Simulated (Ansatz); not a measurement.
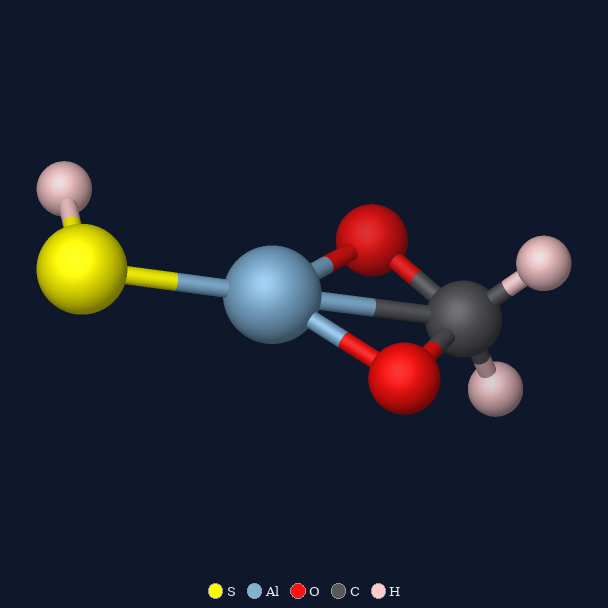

The computed structure is the end point of a PBE-D4/def2-SVP optimisation. No frequency run is at hand to confirm it as a minimum. Method: RKS PBE-D4/def2-SVP (Ansatz 0.2.0).

Computed properties:

The species is CH3AlO2S.
- dipole moment: 1.48 D
- dispersion correction: −16.3 kJ/mol
